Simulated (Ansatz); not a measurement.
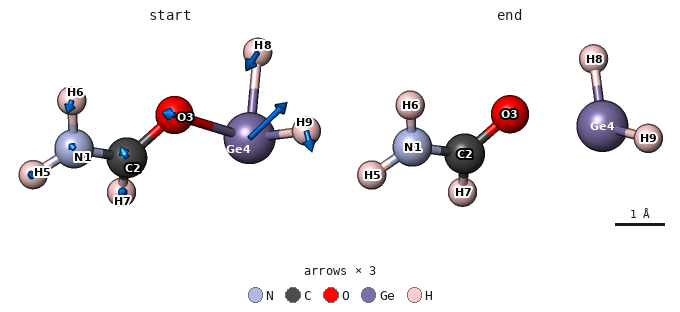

The structure of CH5GeNO (multiplicity 3) before (left) and after (right) a relaxation, at one scale. The blue arrows give the displacements, magnified 3 times.

The picture is a ball-and-stick view, seen at a tilt.

Computed with UKS wB97X-V/cc-pVTZ in Ansatz 0.2.0.

Input
```yaml
crystal:
  periodic: [false, false, false]
  atoms:
    - {symbol: N, position_ang: [0.736529, 1.596992, -1.012702]}
    - {symbol: C, position_ang: [0.112176, 0.431410, -0.719602]}
    - {symbol: O, position_ang: [-0.007136, 0.044570, 0.523941]}
    - {symbol: Ge, position_ang: [-0.892107, -2.017954, 0.669267]}
    - {symbol: H, position_ang: [0.968857, 1.960844, -1.902856]}
    - {symbol: H, position_ang: [1.240249, 2.093090, -0.157374]}
    - {symbol: H, position_ang: [-0.008207, -0.284424, -1.533899]}
    - {symbol: H, position_ang: [0.302753, -2.601643, 1.961748]}
    - {symbol: H, position_ang: [-1.932225, -1.533352, 1.728363]}
basis:
  gaussian: {orbitals: cc-pVTZ}
magnetization: {spin_polarized: true, initial_magnetization: 2}
hamiltonian: {xc: {name: wB97X-V}}
relax: {f_tol: 0.0001, max_steps: 3}
output: {forces: true}
```

Command:
```bash
ansatz run in.yaml --threads 4 --pin off --events-out ev --progress --plain --max-ram 10444MiB
```

Question: Summarise the run.

Answer: The relaxation stopped without meeting its thresholds, so the last structure isn't shown to be converged. The input was poor on purpose: steps. Over 2 geometry steps the energy falls by 40.5 kcal/mol. The largest force component goes from 4.7 to 1.6 eV/Å. The atom that moves furthest after the best rigid fit is Ge4 (0.39 Å). Largest moves by element: Ge 0.39 Å, H 0.17 Å, O 0.12 Å, C 0.10 Å, N 0.06 Å. Some distances before and after: Ge4–H8 1.854 → 1.474 Å, C2–Ge4 2.989 → 3.365 Å, O3–Ge4 2.249 → 2.613 Å, N1–H6 1.110 → 1.000 Å. Among the angles between lasting bonds that change: H8–Ge4–H9 93.1° → 119.6°, C2–N1–H5 128.3° → 124.9°, H5–N1–H6 115.0° → 118.1°. Cost: 21 s on 4 threads of Intel Xeon 6975P-C, on a shared host.
